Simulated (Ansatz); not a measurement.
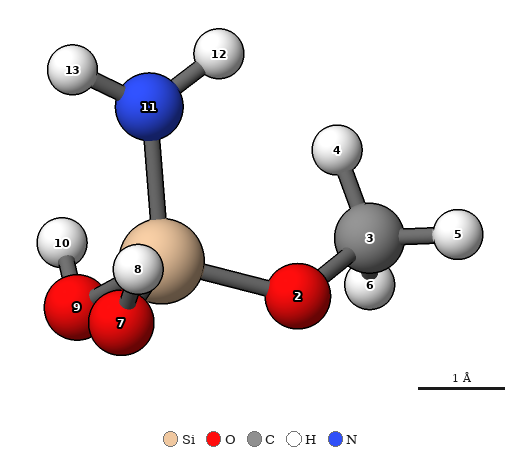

*The starting structure (ball-and-stick view, seen at a tilt; atoms are numbered from 1 in the order of the input).*

Bond lengths as drawn: C–H 1.11 Å, C–O 1.42 Å, H–N 1.06 Å, H–O 1.01 Å, N–Si 1.82 Å and O–Si 1.68 Å.

Geometry relaxation, with input and output: CH$_{7}$NO$_{3}$Si (part 1 of 2)

- system: CH$_{7}$NO$_{3}$Si
- method: RKS PBE/STO-3G (Ansatz 0.2.0)

It belongs to a series of runs on one base structure; here: start relaxed. Figures and captions count atoms from 1; the log counts them from 0 in places.

What the program printed
```
The last accepted step is kept in [file] (removed where the run ends without a failure and the disk answers)
Engine: ansatz 0.2.0, aarch64-unknown-linux-gnu
Functional definition: PBE
  parameter kappa = 0.804
  parameter beta = 0.06672455060314922
  exchange = pbe_x(kappa = kappa, mu = beta*pi^2/3)
  correlation = pbe_c(beta = beta)
595 factors; integrals over basis functions are off by at most 1.4e-5 eV
mean field evaluation 1: about -16431.9008 eV, gradient 3.8e1 eV
mean field evaluation 2: about -16429.4705 eV, gradient 4.8e1 eV
mean field evaluation 4: about -16436.5508 eV, gradient 2.2e0 eV
mean field evaluation 8: about -16436.4602 eV, gradient 1.1e-1 eV
mean field evaluation 16: about -16436.4602 eV, gradient 1.4e-5 eV
mean field -16436.46019509 eV, -604.0287711368 hartree, gradient 1.4e-5 eV, S^2 0.000000; 0 other end points of the search recorded, 0 dependent functions left out
the calculation of the forces begins
reference -16436.46022191 eV, -604.0287721224 hartree; 29, 29 occupied and 12, 12 virtual orbitals, 595 factors
relax step   1: F+E_penalty+E_count = -16436.46019509 eV  Δ(F+E_penalty+E_count) = +0.000e0 eV  max|allowed force component| = 3.342e0 eV/Å  Δτ_max = 0.0000 Å  (24 SCF iters, accepted)
these checks for a lower state are left out or cut short: starts, cluster_reference, orbital_swaps, neighbouring_geometries, increment
595 factors; integrals over basis functions are off by at most 1.7e-5 eV
mean field -16436.90366824 eV, -604.0450684743 hartree, gradient 1.5e-5 eV, S^2 0.000000; 0 other end points of the search recorded, 0 dependent functions left out
[... from here on the field's lines of each further geometry are left out, up to the last ...]
relax step   2: F+E_penalty+E_count = -16436.90366824 eV  Δ(F+E_penalty+E_count) = -4.435e-1 eV  max|allowed force component| = 1.798e0 eV/Å  Δτ_max = 0.1125 Å  (25 SCF iters, accepted)
relax step   3: F+E_penalty+E_count = -16437.06152852 eV  Δ(F+E_penalty+E_count) = -1.579e-1 eV  max|allowed force component| = 5.803e-1 eV/Å  Δτ_max = 0.1444 Å  (25 SCF iters, accepted)
relax step   4: F+E_penalty+E_count = -16437.10041768 eV  Δ(F+E_penalty+E_count) = -3.889e-2 eV  max|allowed force component| = 4.442e-1 eV/Å  Δτ_max = 0.0766 Å  (27 SCF iters, accepted)
relax step   5: F+E_penalty+E_count = -16437.13521400 eV  Δ(F+E_penalty+E_count) = -3.480e-2 eV  max|allowed force component| = 6.494e-1 eV/Å  Δτ_max = 0.1963 Å  (32 SCF iters, accepted)
relax step   6: F+E_penalty+E_count = -16437.21117481 eV  Δ(F+E_penalty+E_count) = -7.596e-2 eV  max|allowed force component| = 4.097e-1 eV/Å  Δτ_max = 0.2000 Å  (32 SCF iters, accepted)
relax step   7: F+E_penalty+E_count = -16437.24019789 eV  Δ(F+E_penalty+E_count) = -2.902e-2 eV  max|allowed force component| = 1.091e0 eV/Å  Δτ_max = 0.1409 Å  (27 SCF iters, accepted)
relax step   8: F+E_penalty+E_count = -16437.27199547 eV  Δ(F+E_penalty+E_count) = -3.180e-2 eV  max|allowed force component| = 2.881e-1 eV/Å  Δτ_max = 0.0564 Å  (27 SCF iters, accepted)
relax step   9: F+E_penalty+E_count = -16437.27742110 eV  Δ(F+E_penalty+E_count) = -5.426e-3 eV  max|allowed force component| = 2.823e-1 eV/Å  Δτ_max = 0.1447 Å  (27 SCF iters, accepted)
relax step  10: F+E_penalty+E_count = -16437.26207128 eV  Δ(F+E_penalty+E_count) = +1.535e-2 eV  max|allowed force component| = 4.759e-1 eV/Å  Δτ_max = 0.0910 Å  (27 SCF iters, rejected (line search))
relax step  11: F+E_penalty+E_count = -16437.28721420 eV  Δ(F+E_penalty+E_count) = -9.793e-3 eV  max|allowed force component| = 8.260e-2 eV/Å  Δτ_max = 0.0442 Å  (27 SCF iters, accepted)
relax step  12: F+E_penalty+E_count = -16437.28964438 eV  Δ(F+E_penalty+E_count) = -2.430e-3 eV  max|allowed force component| = 2.533e-1 eV/Å  Δτ_max = 0.0718 Å  (26 SCF iters, accepted)
relax step  13: F+E_penalty+E_count = -16437.29193163 eV  Δ(F+E_penalty+E_count) = -2.287e-3 eV  max|allowed force component| = 1.337e-1 eV/Å  Δτ_max = 0.0205 Å  (28 SCF iters, accepted)
relax step  14: F+E_penalty+E_count = -16437.29351285 eV  Δ(F+E_penalty+E_count) = -1.581e-3 eV  max|allowed force component| = 1.346e-1 eV/Å  Δτ_max = 0.1059 Å  (25 SCF iters, accepted)
relax step  15: F+E_penalty+E_count = -16437.29450915 eV  Δ(F+E_penalty+E_count) = -9.963e-4 eV  max|allowed force component| = 4.508e-2 eV/Å  Δτ_max = 0.0224 Å  (26 SCF iters, accepted)
relax step  16: F+E_penalty+E_count = -16437.29469008 eV  Δ(F+E_penalty+E_count) = -1.809e-4 eV  max|allowed force component| = 2.416e-2 eV/Å  Δτ_max = 0.0125 Å  (28 SCF iters, accepted)
the calculation of the forces begins
reference -16437.29475268 eV, -604.0594405623 hartree; 29, 29 occupied and 12, 12 virtual orbitals, 599 factors
relax step  17: F+E_penalty+E_count = -16437.29472679 eV  Δ(F+E_penalty+E_count) = -3.671e-5 eV  max|allowed force component| = 1.155e-2 eV/Å  Δτ_max = 0.0089 Å  (22 SCF iters, accepted)
```

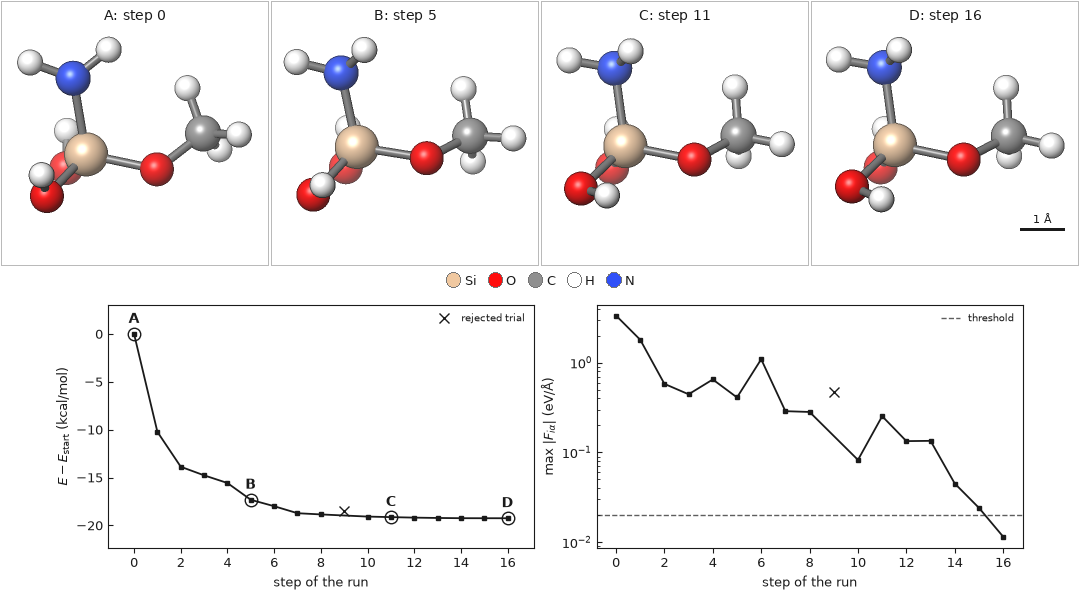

*Frames of the relaxation (ball-and-stick view, seen at a tilt) above the curves, on which the letters mark them (the first geometry is step 0 here and step 1 in the log).*

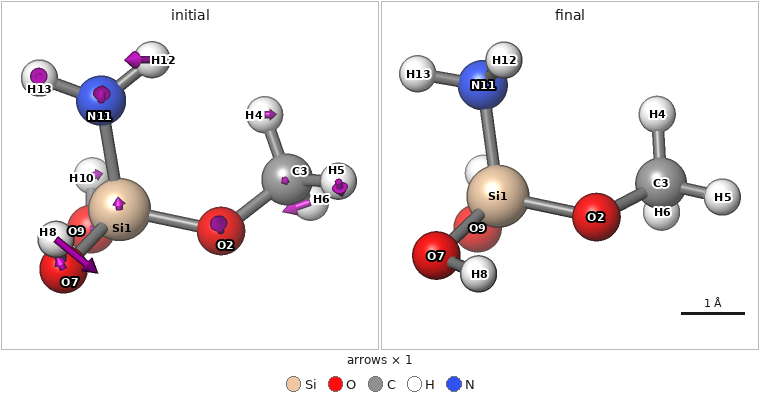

*Before (left) and after (right) the relaxation, at one scale (ball-and-stick view, seen at a tilt). The pink arrows give the displacements, at true length.*

The energy falls by 19.2 kcal/mol in 16 geometry steps. The largest force component goes from 3.3 to 0.012 eV/Å. The line search rejected the trial step at point 9 (counted from 0) and went back. H8 moves most after the best rigid fit: 0.89 Å. By element the largest moves are H 0.89 Å, O 0.53 Å, N 0.45 Å, Si 0.22 Å, C 0.12 Å. Among the contacts that change: Si1–O2 1.680 → 1.735 Å, O2–C3 1.420 → 1.468 Å, Si1–O7 1.680 → 1.720 Å, Si1–O9 1.679 → 1.714 Å. Among the angles that change: H12–N11–H13 120.0° → 101.8°, Si1–O2–C3 125.0° → 111.2°, Si1–N11–H12 120.0° → 108.1°. (Atoms are counted from 1 in the order of the input.)

```
599 factors; integrals over basis functions are off by at most 2.5e-5 eV
mean field -16437.29472679 eV, -604.0594396109 hartree, gradient 1.6e-5 eV, S^2 0.000000; 1 other end points of the search recorded, 0 dependent functions left out
the calculation of the forces begins
reference -16437.29475268 eV, -604.0594405623 hartree; 29, 29 occupied and 12, 12 virtual orbitals, 599 factors
Total energy: -16437.29475268 eV, -604.0594405623 hartree
Atom 0 at    -0.100703    -0.186574    -0.062612 Å, force     0.003452     0.001960    -0.000606 eV/Å
Atom 1 at     0.197662    -0.487066     1.620061 Å, force    -0.002580     0.000202     0.000374 eV/Å
Atom 2 at    -1.025459    -0.318717     2.414964 Å, force     0.002607     0.000414    -0.000621 eV/Å
Atom 3 at    -1.859886    -1.001081     2.108757 Å, force    -0.000531    -0.000783    -0.000546 eV/Å
Atom 4 at    -0.770056    -0.557209     3.473409 Å, force     0.000305    -0.000058     0.000442 eV/Å
Atom 5 at    -1.428657     0.726835     2.397232 Å, force    -0.000277    -0.000394    -0.000652 eV/Å
Atom 6 at     1.493784    -0.173551    -0.707478 Å, force    -0.007383     0.000403    -0.001361 eV/Å
Atom 7 at     2.044999    -0.516437     0.097729 Å, force     0.005136    -0.001233     0.003563 eV/Å
Atom 8 at    -0.802625     1.324857    -0.464532 Å, force     0.000298    -0.001367    -0.000390 eV/Å
Atom 9 at    -1.790489     1.061895    -0.618110 Å, force    -0.000776     0.000610     0.000100 eV/Å
Atom 10 at    -1.284456    -1.406632    -0.673296 Å, force     0.003887    -0.003976    -0.008862 eV/Å
Atom 11 at    -0.985805    -2.364124    -0.316433 Å, force    -0.001916     0.004538    -0.002987 eV/Å
Atom 12 at    -1.130110    -1.508197    -1.722190 Å, force    -0.002220    -0.000317     0.011547 eV/Å
Dipole moment:    -0.087682    -0.318328     0.033926 e Å
```

Trajectory as extended XYZ (Å, eV, eV/Å), 17 frames, from step=1 to step=17
```
13
Properties=species:S:1:pos:R:3:forces:R:3 step=1 energy=-16436.46019
Si    0.0000    0.0000    0.0000   -2.4250  -3.3421  -0.8456
O     0.0000    0.0000    1.6800    2.3788   0.3427   0.3714
C    -1.1112   -0.3437    2.4945   -0.3446  -0.0072  -1.0693
H    -1.8140   -0.9775    1.9143   -0.7419  -0.2915   0.4407
H    -0.7584   -0.9037    3.3856   -0.0431  -0.1437   0.3227
H    -1.6313    0.5809    2.8212   -0.5357   0.1401   0.4111
O     1.5842    0.0000   -0.5594    0.7632   1.7619  -0.1777
H     1.9006   -0.9521   -0.6761   -0.2853  -0.8498   0.1802
O    -0.7913    1.3709   -0.5594    0.9737   1.7208  -0.3453
H    -1.7491    1.1401   -0.7818   -0.5604  -0.6778  -0.0130
N    -0.8572   -1.4851   -0.6061    0.8264   1.4689   0.8086
H    -1.3922   -2.1014    0.0704    0.4114   0.1528  -1.2699
H    -0.8219   -1.7344   -1.6357   -0.4177  -0.2751   1.1860
13
Properties=species:S:1:pos:R:3:forces:R:3 step=2 energy=-16436.90367
Si   -0.0197   -0.0357   -0.0201   -1.4671  -1.7976  -0.6950
O     0.0643   -0.0505    1.6673    0.7852  -0.1656   0.8520
C    -1.1078   -0.3305    2.4656   -0.4858  -0.1514  -0.1636
H    -1.9073   -0.9496    1.9707    0.1317   0.1069   0.0172
H    -0.7958   -0.8977    3.3774    0.0629   0.0070   0.0077
H    -1.6085    0.6030    2.8333   -0.0294   0.0730  -0.0519
O     1.5712    0.0534   -0.5822    0.6047   0.7163  -0.2233
H     1.8896   -0.9160   -0.6566   -0.1023  -0.3154   0.1234
O    -0.7593    1.3932   -0.5463    0.2742   0.9191  -0.3108
H    -1.7254    1.1426   -0.7660   -0.2547  -0.2932   0.0052
N    -0.8523   -1.4908   -0.6067    0.4557   0.9887   0.6229
H    -1.3262   -2.1736    0.0237    0.1398   0.0588  -0.3697
H    -0.8646   -1.7539   -1.6125   -0.1149  -0.1466   0.1859
13
Properties=species:S:1:pos:R:3:forces:R:3 step=3 energy=-16437.06153
Si   -0.0449   -0.0787   -0.0215    0.2961   0.5803   0.0372
O     0.1519   -0.1631    1.6895   -0.0127  -0.2979   0.2726
C    -1.1006   -0.3311    2.4289   -0.3504   0.0462   0.1485
H    -1.9218   -0.8993    1.9036    0.2822   0.0768   0.0649
H    -0.8751   -0.8967    3.3751   -0.0511   0.2004  -0.2227
H    -1.5562    0.6568    2.7343    0.1474  -0.2142  -0.0531
O     1.5527    0.1005   -0.6194    0.0934  -0.2006  -0.0856
H     1.8929   -0.8791   -0.6154    0.0213   0.1724   0.0375
O    -0.7656    1.4054   -0.5063   -0.1598  -0.0606  -0.1008
H    -1.7444    1.1265   -0.6927    0.0309   0.0364   0.0296
N    -0.8623   -1.4757   -0.5808   -0.3937  -0.4126   0.0490
H    -1.2520   -2.2213    0.0280    0.0920   0.0630   0.0346
H    -0.9165   -1.7501   -1.5758    0.0046   0.0105  -0.2118
13
Properties=species:S:1:pos:R:3:forces:R:3 step=4 energy=-16437.10042
Si   -0.0356   -0.0873   -0.0209    0.3092   0.4442   0.0946
O     0.1779   -0.2345    1.6989   -0.1786  -0.2166   0.0257
C    -1.1042   -0.3250    2.4128   -0.0520   0.0391   0.2054
H    -1.9139   -0.9056    1.8947    0.1132   0.0593  -0.0029
H    -0.9181   -0.8435    3.3897    0.0186   0.0990  -0.1581
H    -1.5364    0.6833    2.6678    0.0601  -0.1172  -0.1204
O     1.5594    0.1074   -0.6421   -0.0988  -0.1879   0.0040
H     1.9296   -0.8602   -0.5865   -0.0065   0.1634   0.0274
O    -0.7786    1.4017   -0.4777   -0.0710  -0.2004  -0.0476
H    -1.7629    1.1175   -0.6308    0.0704   0.0253   0.0354
N    -0.8802   -1.4766   -0.5872   -0.2998  -0.2258  -0.0408
H    -1.2095   -2.2542    0.0184    0.1089   0.0662   0.0245
H    -0.9694   -1.7289   -1.5896    0.0262   0.0513  -0.0473
13
Properties=species:S:1:pos:R:3:forces:R:3 step=5 energy=-16437.13521
Si   -0.0232   -0.1064   -0.0144    0.1459  -0.0003   0.1818
O     0.2096   -0.4004    1.7030   -0.6014   0.0555  -0.0391
C    -1.1073   -0.3161    2.3902    0.4220   0.2732   0.1585
H    -1.9120   -0.9200    1.9063   -0.1017  -0.0750  -0.0380
H    -0.9727   -0.7180    3.4318    0.0037   0.1712  -0.3267
H    -1.4981    0.7436    2.4850    0.1852  -0.3996  -0.0382
O     1.5511    0.1122   -0.6772    0.0882  -0.4030   0.1017
H     1.9840   -0.8237   -0.5107   -0.1378   0.4202  -0.0475
O    -0.7966    1.3812   -0.4132   -0.1028  -0.1770  -0.0151
H    -1.7886    1.0893   -0.5001    0.1621   0.0402   0.0318
N    -0.9332   -1.4601   -0.6085   -0.3475  -0.5345   0.4241
H    -1.0870   -2.3274   -0.0209    0.2057   0.6494  -0.5545
H    -1.0677   -1.6602   -1.6236    0.0784  -0.0204   0.1611
13
Properties=species:S:1:pos:R:3:forces:R:3 step=6 energy=-16437.21118
Si   -0.0811   -0.1639   -0.0126    0.3147   0.4042   0.0876
O     0.1621   -0.5098    1.6777   -0.2753  -0.0466   0.1006
C    -1.0822   -0.2748    2.4383   -0.0039  -0.1091  -0.3655
H    -1.9826   -0.8178    2.0366    0.1603   0.0358   0.0450
H    -0.9139   -0.6442    3.4724    0.0522  -0.0114   0.1341
H    -1.3638    0.8069    2.5066    0.0305   0.0363   0.0064
O     1.4932    0.0785   -0.6650    0.1437  -0.2465   0.0600
H     1.9983   -0.7883   -0.3864   -0.1646   0.2729  -0.0291
O    -0.8575    1.3320   -0.3518   -0.1044  -0.1303  -0.0254
H    -1.8298    1.0298   -0.5471    0.1454   0.0105   0.0389
N    -1.0460   -1.4544   -0.6939   -0.4097  -0.1576  -0.2216
H    -1.0061   -2.3800   -0.1960    0.0853   0.0549  -0.2222
H    -0.9325   -1.6198   -1.7311    0.0259  -0.1131   0.3910
```
